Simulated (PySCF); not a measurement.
```yaml
atoms:
  - { symbol: N, position_ang: [0.7903, 2.9186, -1.4384] }
  - { symbol: C, position_ang: [0.9074, 1.8152, -1.1493] }
  - { symbol: Si, position_ang: [1.0582, 0.0130, -0.6333] }
  - { symbol: N, position_ang: [1.7042, -0.1679, 0.9464] }
  - { symbol: Si, position_ang: [-1.0859, -0.9143, -0.6084] }
  - { symbol: C, position_ang: [-2.0252, -0.2630, 0.8361] }
  - { symbol: F, position_ang: [-1.5585, -0.4851, 2.0860] }
  - { symbol: H, position_ang: [2.0701, -0.5208, -1.5518] }
  - { symbol: H, position_ang: [1.1074, -0.1427, 1.7571] }
  - { symbol: H, position_ang: [2.6247, 0.1688, 1.1780] }
  - { symbol: H, position_ang: [-1.8777, -0.5723, -1.7895] }
  - { symbol: H, position_ang: [-0.9528, -2.3723, -0.4962] }
  - { symbol: H, position_ang: [-2.7665, 0.5232, 0.8456] }
```

Geometry: GFN2-xTB.

Method: UKS B3LYP, pcH-1 on C F H N Si, non-relativistic, mean-field spin-orbit, GIAO in PySCF 2.14.0, density-fitted response routines.

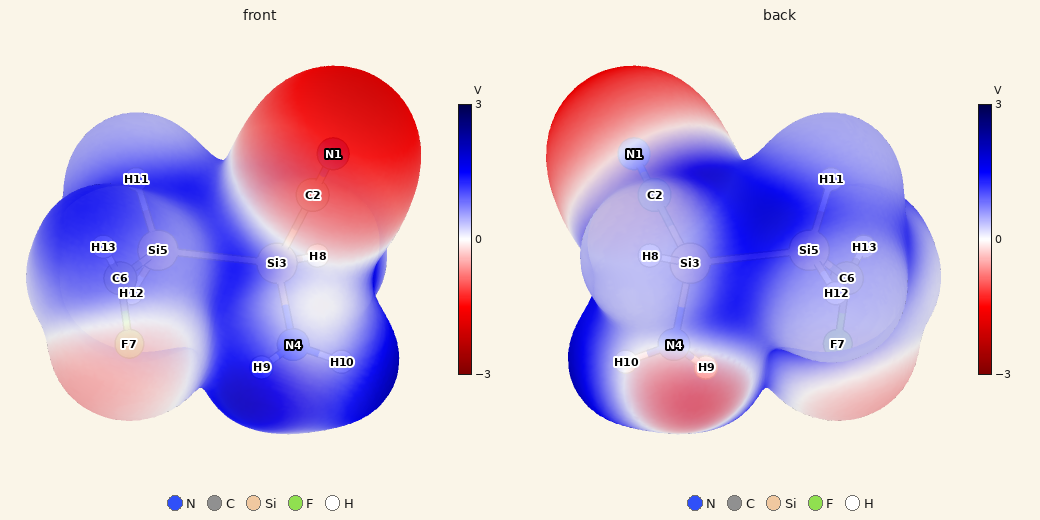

C₂H₆FN₂Si₂ (doublet). The electrostatic potential painted on the density surface at 0.002 e/bohr³, seen from the front and from behind; the colour scale runs from red (negative) to blue (positive).

**Where is the surface potential most negative and most positive?**

The most negative region (about −1.9 V) lies over N1, the most positive (about +2.0 V) over H10. N1 is the likeliest acceptor of a hydrogen bond.
